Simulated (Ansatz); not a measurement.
```csv
atom,x (Å),y (Å),z (Å)
H,-0.1295,-1.3859,0.4201
C,0.2324,-0.4091,0.0302
O,0.8187,-0.6558,-1.1643
C,-0.6733,0.8296,0.0116
N,-1.2967,1.8025,-0.0594
H,1.0484,-0.1815,0.7617
```

Not at a stationary point (largest force 1.6 eV/Å).

These are results of UKS B3LYP-D4/def2-SVP in Ansatz, not measurements.

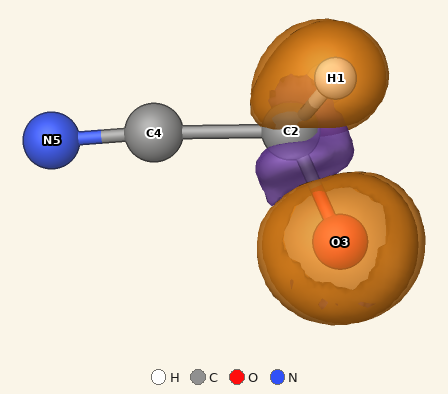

C2H2NO (doublet). Isosurfaces of the spin density (α minus β) at +0.015 (orange) and −0.015 e/Å³ (purple), seen at an oblique angle.

**Where is the unpaired spin?**

The unpaired spin (1 electron) lies mostly on O3 (about 0.8), in electrons by Hirshfeld's partition.
